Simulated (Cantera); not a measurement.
Feed: 1 mol trisilylamine, 1.9 mol NH3, held at 0.00133 bar.

Equilibrium computed with Cantera from the NASA thermochemical tables; the gas is ideal and each condensed phase is pure. Candidate condensed phases: Si, Si3N4; 18 gas species. The feed counts by its element totals alone. Mutual solubility and eutectic melting of coexisting phases are not modelled. The tables' values for SiN are old estimates; treat these amounts as uncertain. Gases not in the tables: Si2H6 and higher silanes. Rates play no part.

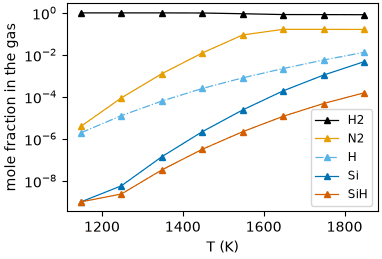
*Equilibrium gas composition (values under 1e-9 drawn at 1e-9)*

From 1148 K to 1548 K the condensed part is Si(s) + Si3N4(s). At 1648 K the condensed part is Si(s). From 1748 K to 1848 K the condensed part is Si(l).
